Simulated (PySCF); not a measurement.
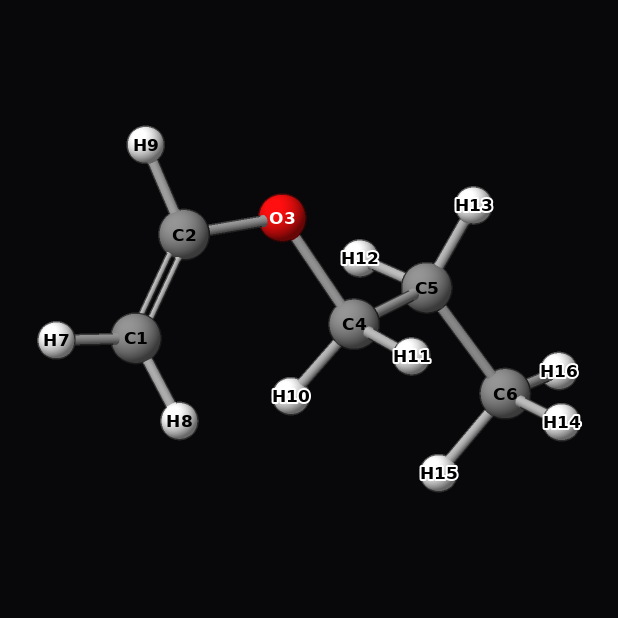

The questions are on isotropic NMR shieldings of the H atoms. Geometry: a frame of a GFN2-xTB molecular-dynamics simulation, not a minimum. Level of theory: GIAO PBE0/pcSseg-1 NMR shielding, non-relativistic, gas phase (PySCF 2.14.0).

Which H atom is the most shielded (lowest chemical shift)?

H14 (32.27 ppm).

Which H atom is the least shielded (highest chemical shift)?

H9 (25.19 ppm).

How wide is the range of H shifts?

7.08 ppm.

List the isotropic NMR shieldings of the H atoms.

```csv
atom,σ (ppm)
H7,27.60
H8,29.10
H9,25.19
H10,27.77
H11,27.91
H12,29.59
H13,31.19
H14,32.27
H15,29.86
H16,30.21
```
